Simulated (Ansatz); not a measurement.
# Phonons of BaZrO3 (Pm-3m) against volume, part 2 of 3

Aim: how do the optical modes of BaZrO3 (Pm-3m) move with volume?

Ansatz 0.2.0; DFT LDA, scalar-relativistic, plane waves, PAW; PAW set soft_1.

So far. Step 3 (Tight relaxation): The forces vanish by symmetry and the pressure is -0.004 GPa, within the tolerances set. The cell now holds 14.27 Å³/atom.

### 4. Zone-centre response at rest

The modes at rest are the reference of the series, and the response to a field gives the dielectric tensor and the Born charges.

input.yaml reads:

```yaml
crystal:
  lattice:
    - [4.1475187852, 0.0, 0.0]
    - [0.0, 4.1475187852, 0.0]
    - [0.0, 0.0, 4.1475187852]
  atoms:
    - { symbol: O, position: [0.0, 0.5, 0.5] }
    - { symbol: O, position: [0.5, 0.0, 0.5] }
    - { symbol: O, position: [0.5, 0.5, 0.0] }
    - { symbol: Zr, position: [0.5, 0.5, 0.5] }
    - { symbol: Ba, position: [0.0, 0.0, 0.0] }
kpoints:
  mp_grid: { grid: [8, 8, 8] }
hamiltonian:
  xc: lda
  pseudopotentials: { kind: paw, azcp: { folder: soft_1 }, xc_functional: pbe }
scf:
  occupations: { method: fixed }
output:
  eigenvalues: true
phonons:
  method: dfpt
  dielectric: true
  rigid_motions: translations
  raman: true
```

Started as:

```bash
$ ansatz run input.yaml --threads 8 --pin off --max-ram 16384MiB --backend cpu --events-out ev --progress --plain --runs-dir out
```

Numbers of over 12 decimals in the logs are rounded to 6 here.

Output:

```text
[...]
Crystal: 5 atoms, lattice volume = 71.345 Å³
Basis set: ecut = 420 eV, 1365 PW (Γ), exchange–correlation on 60×60×60 points (8 copies of the dense FFT grid, shifted against one another)
Bands: 25, of which v1, the nominal top of the filled ones, is band 20 counted from 1 (19 counted from 0)
Symmetry: 48 space group operations
k-points: 170 of 512 (irreducible under 2 space group operations, time reversal used)
[...]
SCF iter   1: F=—  HF=-11532.858823 eV  |F-HF|=—  |Δ(HF+E_count)|=         —  Δρ=5.76e-2  dr2=1.64e0  ethr=3.10e-3  ⟨swp⟩=5.0  Hψ=18531  notcnv=0  defer=376
[...]
SCF iter   9: F=-11532.547580 eV  HF=-11532.547580 eV  |F-HF|=2.18e-11  |Δ(HF+E_count)|=  8.37e-11  Δρ=2.04e-7  dr2=3.52e-11  ethr=1.00e-12  ⟨swp⟩=13.2  Hψ=28760  notcnv=0
SCF 1 converged in 9 iterations: F = -11532.547580 eV  dr2 = 3.52e-11
[...]
DFPT response loops at Γ: preconditioner auto → none (the input reference at scf.mixing.eps_inf says where Resta's filter doesn't serve); β = 0.50; Broyden in place of MSR1
── the response to a field inside a basis, on 8×8×8 k-points: an SCF that follows is theirs, and a resumed run solves both again ──
Bands: 21, of which v1, the nominal top of the filled ones, is band 20 counted from 1 (19 counted from 0)
k-points: 20
[...]
Eigensolver: Dense (20 Hₖ)
SCF iter   1: F=—  HF=-11532.545142 eV  |F-HF|=—  |Δ(HF+E_count)|=         —  Δρ=4.39e-4  dr2=2.54e-5  ethr=1.00e-1
[...]
SCF iter   6: F=-11532.545132 eV  HF=-11532.545132 eV  |F-HF|=0.00e0  |Δ(HF+E_count)|=  7.46e-11  Δρ=1.05e-7  dr2=7.72e-12  ethr=1.00e-12
SCF 1 converged in 6 iterations: F = -11532.545132 eV  dr2 = 7.72e-12
[...]
SCF converged after 9 iterations
Free energy (F): -11532.547580 eV
[...]
Internal energy: -11532.547580 eV  (E = F + TS)
E sigma→0 (E₀):  -11532.547580 eV
Fermi energy:    9.846423 eV
[...]
--- Band table (eV; the first three rows and the last of 170) ---
  k-point 0: bands = [... 16 lower, 8.7837, 9.7011, 9.7011, 9.7011, 13.0519, 13.0519, 13.0519, 14.5152, ... 1 higher]
  k-point 1: bands = [... 16 lower, 8.6640, 9.2564, 9.6469, 9.6469, 13.1021, 13.4313, 13.4313, 14.7753, ... 1 higher]
  k-point 2: bands = [... 16 lower, 8.4030, 8.5652, 9.5578, 9.5578, 13.2324, 14.3231, 14.3231, 15.4113, ... 1 higher]
  k-point 169: bands = [... 16 lower, 7.3295, 9.8464, 9.8464, 9.8464, 15.9918, 15.9918, 15.9918, 17.0921, ... 1 higher]
--- Phonons (Γ-DFPT): 4 representative perturbations + reference, on 170 of 512 k-points (Σ response iterations 12) ---
  k mesh reduced under 2 symmetry operations, with k and −k counted as one. Each operation leaves every solved perturbation unchanged. A smaller set is not considered because the run solves the response to a homogeneous field
  ASR residual: 1.100e-4 → 0.000e0 eV/Å²; symmetrization residual: 2.670e-6 eV/Å²
  ASR residual per site (eV/Å²): 1.10e-4 1.10e-4 1.10e-4 4.29e-5 2.44e-5
  Γ frequencies (cm⁻¹): 0.00 0.00 0.00 92.36 92.36 92.36 168.52 168.52 168.52 192.79 192.79 192.79 524.94 524.94 524.94
  ε∞ (high-frequency dielectric tensor):
        4.909301     0.000000     0.000000
        0.000000     4.909301     0.000000
        0.000000     0.000000     4.909301
  ε⁰ (static dielectric tensor: ions relaxed, cell fixed):
       70.327576    -0.000000     0.000000
       -0.000000    70.327576     0.000000
        0.000000     0.000000    70.327576
  ε⁰ − ε∞ (ionic part):
       65.418275    -0.000000     0.000000
       -0.000000    65.418275     0.000000
        0.000000     0.000000    65.418275
  softest optical mode at Γ: 92.36 cm⁻¹; the repairs (sum rule, projections) moved no ω² at Γ by more than (1.60 cm⁻¹)²
  Born effective charges Z* (e; rows j = field, columns β = displacement):
    site 0:
        -4.78745   -0.00000    0.00000
        -0.00000   -2.03033    0.00000
         0.00000    0.00000   -2.03033
    site 1:
        -2.03033    0.00000   -0.00000
        -0.00000   -4.78745    0.00000
         0.00000    0.00000   -2.03033
    site 2:
        -2.03033   -0.00000    0.00000
         0.00000   -2.03033    0.00000
         0.00000    0.00000   -4.78745
    site 3:
         6.10009   -0.00000    0.00000
         0.00000    6.10009    0.00000
         0.00000    0.00000    6.10009
    site 4:
         2.74802   -0.00000   -0.00000
         0.00000    2.74802    0.00000
         0.00000   -0.00000    2.74802
  Z* charge neutrality: 1.165e-5 e pre-enforcement
  k-mesh period / interband length: 33.2 Å / 1.55 Å = 21.35 at k = (0.0000, 0.0000, 0.0000), direct gap 3.351 eV — 14 or more, which is no proof of convergence
  Raman tensors (in the event stream and the table raman_tensors.tsv): an entry may err by 9.9e-4 Å², one of the second-order susceptibility by 1.9e-19 pm/V (basis, points and sum rule); their sum over the sites missed zero by 6.035e-21 Å² ahead of its enforcement
  optical modes at Γ without the LO–TO term, one row a degenerate level:
      ω (cm⁻¹)  modes    IR ((D/Å)²/amu)  static Raman (Å⁴/amu)  depolarisation
         92.36      3            40.1532                 0.0000               —
        168.52      3             0.0000                 0.0000               —
        192.79      3            60.0690                 0.0000               —
        524.94      3            66.6341                 0.0000               —
  optical modes at Γ + LO–TO along q̂ = [1.0000, 0.0000, 0.0000]:
      ω (cm⁻¹)  modes    IR ((D/Å)²/amu)  static Raman (Å⁴/amu)  depolarisation
         92.36      2            26.7688                 0.0000               —
        136.39      1             0.1416                 0.0000               —
        168.52      3             0.0000                 0.0000               —
        192.79      2            40.0460                 0.0000               —
        363.52      1             6.4586                 0.0000               —
        524.94      2            44.4227                 0.0000               —
        713.58      1            49.0185                 0.0000               —
  optical modes at Γ + LO–TO along q̂ = [0.0000, 1.0000, 0.0000]:
      ω (cm⁻¹)  modes    IR ((D/Å)²/amu)  static Raman (Å⁴/amu)  depolarisation
         92.36      2            26.7688                 0.0000               —
        136.39      1             0.1416                 0.0000               —
        168.52      3             0.0000                 0.0000               —
        192.79      2            40.0460                 0.0000               —
        363.52      1             6.4586                 0.0000               —
        524.94      2            44.4227                 0.0000               —
        713.58      1            49.0185                 0.0000               —
  optical modes at Γ + LO–TO along q̂ = [0.0000, 0.0000, 1.0000]:
      ω (cm⁻¹)  modes    IR ((D/Å)²/amu)  static Raman (Å⁴/amu)  depolarisation
         92.36      2            26.7688                 0.0000               —
        136.39      1             0.1416                 0.0000               —
        168.52      3             0.0000                 0.0000               —
        192.79      2            40.0460                 0.0000               —
        363.52      1             6.4586                 0.0000               —
        524.94      2            44.4227                 0.0000               —
        713.58      1            49.0185                 0.0000               —
```

It took 54 s on 8 threads of Intel Xeon at 2.60GHz (Ice Lake), shared host; peak memory 1.9 GiB; 5.8 min of CPU time.

Reading the cycles: dr2 is the Hartree energy of the density residual (eV), the measure of convergence; HF is the Harris–Foulkes estimate of the energy, which meets the free energy F at convergence.

This step gave:

| Property | Result |
| --- | --- |
| sum-rule residual before enforcement | 1.10e-4 eV/Å² |
| miss of the charge sum rule | 1.17e-5 e |
| point group | m-3m |
| highest optical mode at the zone centre (no LO-TO term) | 524.9 cm⁻¹ |
| lowest optical zone-centre mode | 92.36 cm⁻¹ |
| mean high-frequency dielectric constant | 4.909 |
| largest Born charge (third of the trace) | 6.100 e |
| mean static dielectric constant | 70.33 |
| top of the zone-centre spectrum with the field | 713.6 cm⁻¹ |

Without the LO-TO term. Patterns of degenerate modes are one choice out of their space. Modes at Γ, with each element's share of the kinetic energy:

| mode | frequency (cm⁻¹) | symmetry | O % | Zr % | Ba % |
| --- | --- | --- | --- | --- | --- |
| 1 | 0.0 | acoustic | 17 | 33 | 50 |
| 2 | 0.0 | acoustic | 17 | 33 | 50 |
| 3 | 0.0 | acoustic | 17 | 33 | 50 |
| 4 | 92.4 | T1u | 51 | 8 | 41 |
| 5 | 92.4 | T1u | 51 | 8 | 41 |
| 6 | 92.4 | T1u | 51 | 8 | 41 |
| 7 | 168.5 | T2u | 100 | 0 | 0 |
| 8 | 168.5 | T2u | 100 | 0 | 0 |
| 9 | 168.5 | T2u | 100 | 0 | 0 |
| 10 | 192.8 | T1u | 35 | 56 | 9 |
| 11 | 192.8 | T1u | 35 | 56 | 9 |
| 12 | 192.8 | T1u | 35 | 56 | 9 |
| 13 | 524.9 | T1u | 97 | 3 | 0 |
| 14 | 524.9 | T1u | 97 | 3 | 0 |
| 15 | 524.9 | T1u | 97 | 3 | 0 |

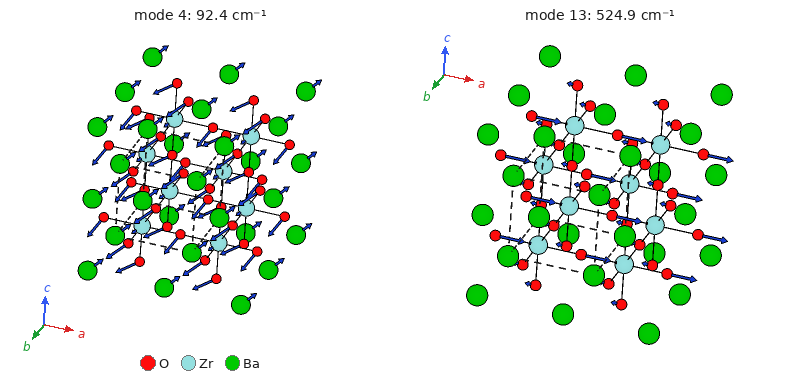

Displacement patterns of modes 4 and 13 at Γ; arrows are exaggerated. 2×2×2 cells are drawn. Some periodic images of atoms are drawn too.

Optical modes at the zone centre, without and with the macroscopic field of the longitudinal modes; each column is sorted by frequency, so a row need not hold one and the same mode. Modes with and without the field, by row:

| rank among optical modes | no field (cm⁻¹) | q along (1, 0, 0) (cm⁻¹) |
| --- | --- | --- |
| 1 | 92.4 | 92.4 |
| 2 | 92.4 | 92.4 |
| 3 | 92.4 | 136.4 |
| 4 | 168.5 | 168.5 |
| 5 | 168.5 | 168.5 |
| 6 | 168.5 | 168.5 |
| 7 | 192.8 | 192.8 |
| 8 | 192.8 | 192.8 |
| 9 | 192.8 | 363.5 |
| 10 | 524.9 | 524.9 |
| 11 | 524.9 | 524.9 |
| 12 | 524.9 | 713.6 |

Born charge (rows field, columns displacement) (e), principal values of the symmetric part by kind of site:

| atom | atoms with these values | low | middle | high | mean |
| --- | --- | --- | --- | --- | --- |
| O1 | 3 | -4.79 | -2.03 | -2.03 | -2.95 |
| Zr4 | 1 | 6.10 | 6.10 | 6.10 | 6.10 |
| Ba5 | 1 | 2.75 | 2.75 | 2.75 | 2.75 |

In full for O1:

```
-4.79  0.00  0.00
 0.00 -2.03  0.00
 0.00  0.00 -2.03
```

High-frequency dielectric tensor:

```
4.91 0.00 0.00
0.00 4.91 0.00
0.00 0.00 4.91
```

Static dielectric tensor (ions relaxed, fixed cell):

```
70.33  0.00  0.00
 0.00 70.33  0.00
 0.00  0.00 70.33
```

Transverse modes. Lines of the infrared spectrum (strongest = 100):

| position (cm⁻¹) | label | relative intensity |
| --- | --- | --- |
| 92 | T1u | 60 |
| 168 | T2u | 0.0 |
| 193 | T1u | 90 |
| 525 | T1u | 100 |

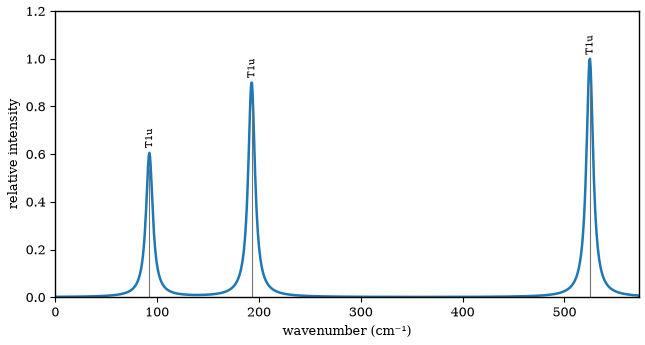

The infrared spectrum, broadened with Lorentzians of width 8 cm⁻¹; bars mark the lines.

Before it was imposed, the acoustic sum rule was missed by 1.1e-4 eV/Å² and the charge sum rule by 1.2e-5 e. Small misses are needed for a sound result but don't prove that mesh and cutoff are converged. The lowest optical mode is real, 92.4 cm⁻¹.

### 5. Ground state of a member: 1.06 times the volume at rest

The cell is set to 1.06 times the volume at rest; symmetry leaves nothing else free, so this is a single point.

input.yaml, the sections that differ from step 4:

```yaml
crystal:
  lattice:
    - [4.2288633346, 0.0, 0.0]
    - [0.0, 4.2288633346, 0.0]
    - [0.0, 0.0, 4.2288633346]
  atoms:
    - { symbol: O, position: [0.0, 0.5, 0.5] }
    - { symbol: O, position: [0.5, 0.0, 0.5] }
    - { symbol: O, position: [0.5, 0.5, 0.0] }
    - { symbol: Zr, position: [0.5, 0.5, 0.5] }
    - { symbol: Ba, position: [0.0, 0.0, 0.0] }
output:
  forces: true
  stress: true
  eigenvalues: true
# kpoints, hamiltonian, scf: as in step 4
# phonons: removed
```

Output:

```text
[...]
Crystal: 5 atoms, lattice volume = 75.626 Å³
Basis set: ecut = 420 eV, 1419 PW (Γ)
Bands: 25, of which v1, the nominal top of the filled ones, is band 20 counted from 1 (19 counted from 0)
Symmetry: 48 space group operations
[...]
k-points: 35 of 512
[...]
SCF iter   1: F=—  HF=-11532.829473 eV  |F-HF|=—  |Δ(HF+E_count)|=         —  Δρ=6.10e-2  dr2=2.01e0  ethr=3.10e-3  ⟨swp⟩=4.9  Hψ=3798  notcnv=0  defer=72
[...]
SCF iter   7: F=-11532.421194 eV  HF=-11532.421194 eV  |F-HF|=1.39e-8  |Δ(HF+E_count)|=   4.35e-7  Δρ=8.49e-6  dr2=6.13e-8  ethr=2.50e-10  ⟨swp⟩=9.7  Hψ=5454  notcnv=0
SCF 1 converged in 7 iterations: F = -11532.421194 eV  dr2 = 6.13e-8
[...]
SCF converged after 7 iterations
Free energy (F): -11532.421194 eV
[...]
Internal energy: -11532.421194 eV  (E = F + TS)
E sigma→0 (E₀):  -11532.421194 eV
Fermi energy:    9.078247 eV
[...]
--- Stress (GPa, compression-positive) ---
       -8.978535       0.000000       0.000000
        0.000000      -8.978535       0.000000
        0.000000       0.000000      -8.978535
  P = ⅓ Tr σ = -8.9785 GPa (-89.785 kbar)
--- Band table (eV; the first three rows and the last of 35) ---
  k-point 0: bands = [... 16 lower, 8.1037, 8.8600, 8.8600, 8.8600, 12.1559, 12.1559, 12.1559, 13.6646, ... 1 higher]
  k-point 1: bands = [... 16 lower, 7.9951, 8.4565, 8.8029, 8.8029, 12.2014, 12.5041, 12.5041, 13.9039, ... 1 higher]
  k-point 2: bands = [... 16 lower, 7.7576, 7.8223, 8.7070, 8.7070, 12.3189, 13.3197, 13.3197, 14.4905, ... 1 higher]
  k-point 34: bands = [... 16 lower, 6.5796, 9.0782, 9.0782, 9.0782, 14.9829, 14.9829, 14.9829, 15.8259, ... 1 higher]
```

It took 0.68 s on 8 threads; peak memory 0.5 GiB; 3.6 s of CPU time.

Numbers from this step:

| Item | Value |
| --- | --- |
| pressure | -8.979 GPa |
| gap on the k-mesh | 3.078 eV |
| volume per atom | 15.13 Å³ |

The forces vanish by symmetry, at a pressure of -8.98 GPa.

### 6. Zone-centre modes of the member: 1.06 times the volume at rest

The zone-centre modes follow for 1.06 times the volume at rest, with the response to a field.

Edit input.yaml of step 5 so:

```diff
@@ -19,4 +19,6 @@
 output:
-  forces: true
-  stress: true
   eigenvalues: true
+phonons:
+  method: dfpt
+  dielectric: true
+  rigid_motions: translations
```

Output:

```text
[...]
Crystal: 5 atoms, lattice volume = 75.626 Å³
Basis set: ecut = 420 eV, 1419 PW (Γ), exchange–correlation on 60×60×60 points (8 copies of the dense FFT grid, shifted against one another)
Bands: 25, of which v1, the nominal top of the filled ones, is band 20 counted from 1 (19 counted from 0)
Symmetry: 48 space group operations
k-points: 170 of 512 (irreducible under 2 space group operations, time reversal used)
[...]
SCF iter   1: F=—  HF=-11532.829548 eV  |F-HF|=—  |Δ(HF+E_count)|=         —  Δρ=6.10e-2  dr2=2.01e0  ethr=3.10e-3  ⟨swp⟩=5.0  Hψ=18504  notcnv=0  defer=352
[...]
SCF iter   9: F=-11532.421197 eV  HF=-11532.421197 eV  |F-HF|=2.00e-11  |Δ(HF+E_count)|=  2.20e-10  Δρ=2.27e-7  dr2=4.23e-11  ethr=1.00e-12  ⟨swp⟩=13.1  Hψ=29247  notcnv=0
SCF 1 converged in 9 iterations: F = -11532.421197 eV  dr2 = 4.23e-11
[...]
SCF converged after 9 iterations
Free energy (F): -11532.421197 eV
[...]
Internal energy: -11532.421197 eV  (E = F + TS)
E sigma→0 (E₀):  -11532.421197 eV
Fermi energy:    9.078187 eV
[...]
--- Band table (eV; the first three rows and the last of 170) ---
  k-point 0: bands = [... 16 lower, 8.1036, 8.8599, 8.8599, 8.8599, 12.1560, 12.1560, 12.1560, 13.6646, ... 1 higher]
  k-point 1: bands = [... 16 lower, 7.9951, 8.4565, 8.8029, 8.8029, 12.2014, 12.5042, 12.5042, 13.9039, ... 1 higher]
  k-point 2: bands = [... 16 lower, 7.7576, 7.8222, 8.7070, 8.7070, 12.3190, 13.3197, 13.3197, 14.4905, ... 1 higher]
  k-point 169: bands = [... 16 lower, 6.5796, 9.0782, 9.0782, 9.0782, 14.9829, 14.9829, 14.9829, 15.8260, ... 1 higher]
[...]
ASR residual: 8.614e-5 → 0.000e0 eV/Å²; symmetrization residual: 4.804e-6 eV/Å²
  ASR residual per site (eV/Å²): 8.61e-5 8.61e-5 8.61e-5 5.25e-5 5.07e-5
[...]
ε∞ (high-frequency dielectric tensor):
        4.911840    -0.000000     0.000000
       -0.000000     4.911840    -0.000000
       -0.000000     0.000000     4.911840
  ε⁰ (static dielectric tensor: ions relaxed, cell fixed):
      139.534385    -0.000000    -0.000000
       -0.000000   139.534385    -0.000000
       -0.000000    -0.000000   139.534385
  ε⁰ − ε∞ (ionic part):
      134.622545    -0.000000    -0.000000
       -0.000000   134.622545    -0.000000
       -0.000000    -0.000000   134.622545
[...]
Born effective charges Z* (e; rows j = field, columns β = displacement):
    site 0:
        -4.81845   -0.00000   -0.00000
         0.00000   -2.00073    0.00000
         0.00000    0.00000   -2.00073
    site 1:
        -2.00073   -0.00000    0.00000
        -0.00000   -4.81845    0.00000
         0.00000    0.00000   -2.00073
    site 2:
        -2.00073    0.00000    0.00000
        -0.00000   -2.00073    0.00000
         0.00000    0.00000   -4.81845
    site 3:
         6.09841   -0.00000   -0.00000
         0.00000    6.09841    0.00000
         0.00000    0.00000    6.09841
    site 4:
         2.72150    0.00000   -0.00000
        -0.00000    2.72150    0.00000
         0.00000    0.00000    2.72150
  Z* charge neutrality: 3.767e-6 e pre-enforcement
[...]
optical modes at Γ without the LO–TO term, one row a degenerate level:
      ω (cm⁻¹)  modes    IR ((D/Å)²/amu)
         62.43      3            45.3362
        177.83      3            78.3052
        182.18      3             0.0000
        450.74      3            43.3820
  optical modes at Γ + LO–TO along q̂ = [1.0000, 0.0000, 0.0000]:
      ω (cm⁻¹)  modes    IR ((D/Å)²/amu)
         62.43      2            30.2241
        114.16      1             0.1180
        177.83      2            52.2035
        182.18      3             0.0000
        363.46      1             4.7630
        450.74      2            28.9213
        642.82      1            50.7934
  optical modes at Γ + LO–TO along q̂ = [0.0000, 1.0000, 0.0000]:
      ω (cm⁻¹)  modes    IR ((D/Å)²/amu)
         62.43      2            30.2241
        114.16      1             0.1180
        177.83      2            52.2035
        182.18      3             0.0000
        363.46      1             4.7630
        450.74      2            28.9213
        642.82      1            50.7934
  optical modes at Γ + LO–TO along q̂ = [0.0000, 0.0000, 1.0000]:
      ω (cm⁻¹)  modes    IR ((D/Å)²/amu)
         62.43      2            30.2241
        114.16      1             0.1180
        177.83      2            52.2035
        182.18      3             0.0000
        363.46      1             4.7630
        450.74      2            28.9213
        642.82      1            50.7934
```

The job ended after 26 s (8 threads; peak memory 1.7 GiB; 2.7 min of CPU time).

This step gave:

```yaml
sum_rule_residual_before_enforcement: 8.61e-5 eV/Å²
miss_of_the_charge_sum_rule: 3.77e-6 e
highest_optical_mode_at_the_zone_centre_no_lo_to_term: 450.7 cm⁻¹
lowest_optical_zone_centre_mode: 62.43 cm⁻¹
mean_high_frequency_dielectric_constant: 4.912
largest_born_charge_third_of_the_trace: 6.098 e
mean_static_dielectric_constant: 139.5
top_of_the_zone_centre_spectrum_with_the_field: 642.8 cm⁻¹
```

Without the LO-TO term. Patterns of degenerate modes are one choice out of their space. Modes at Γ, with each element's share of the kinetic energy:

| mode | frequency (cm⁻¹) | symmetry | O % | Zr % | Ba % |
| --- | --- | --- | --- | --- | --- |
| 1 | 0.0 | acoustic | 17 | 33 | 50 |
| 2 | 0.0 | acoustic | 17 | 33 | 50 |
| 3 | 0.0 | acoustic | 17 | 33 | 50 |
| 4 | 62.4 | T1u | 52 | 7 | 41 |
| 5 | 62.4 | T1u | 52 | 7 | 41 |
| 6 | 62.4 | T1u | 52 | 7 | 41 |
| 7 | 177.8 | T1u | 31 | 60 | 9 |
| 8 | 177.8 | T1u | 31 | 60 | 9 |
| 9 | 177.8 | T1u | 31 | 60 | 9 |
| 10 | 182.2 | T2u | 100 | 0 | 0 |
| 11 | 182.2 | T2u | 100 | 0 | 0 |
| 12 | 182.2 | T2u | 100 | 0 | 0 |
| 13 | 450.7 | T1u | 100 | 0 | 0 |
| 14 | 450.7 | T1u | 100 | 0 | 0 |
| 15 | 450.7 | T1u | 100 | 0 | 0 |

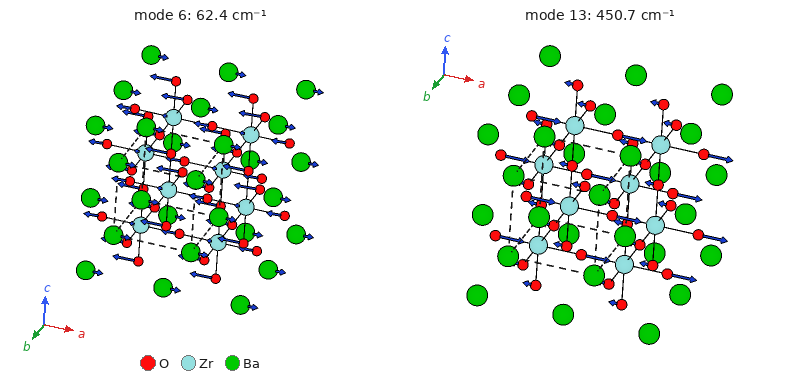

Displacement patterns of modes 6 and 13 at Γ; arrows are exaggerated. 2×2×2 cells are drawn. Some periodic images of atoms are drawn too.

Transverse modes. Infrared lines, with heights relative to the strongest:

| position (cm⁻¹) | label | relative intensity |
| --- | --- | --- |
| 62 | T1u | 58 |
| 178 | T1u | 100 |
| 182 | T2u | 0.0 |
| 451 | T1u | 55 |

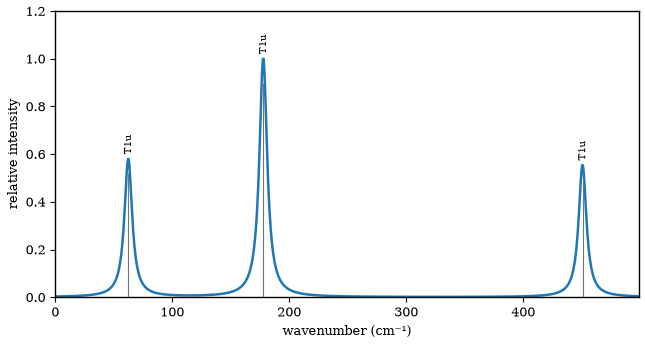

The infrared spectrum, broadened with Lorentzians of width 8 cm⁻¹; bars mark the lines.

Without the LO-TO term the lowest optical mode is real, 62.4 cm⁻¹, and the highest lies at 450.7 cm⁻¹.

For the mean static dielectric tensor (ions relaxed, fixed cell), step 4 gave 70.3; this run, with volume ratio 1.06, gives 140 (+98 %).

[end of part 2 of 3]

[Logs are printed without paths, hosts, clocks, repeated set-up lines and the standing remarks that a program may print on its own settings, such as how far it seeks lower states.]

[Hosts, paths, dates, database ids (printed as entryN), source tags and the programs' standing remarks are cut or masked in the printed files.]
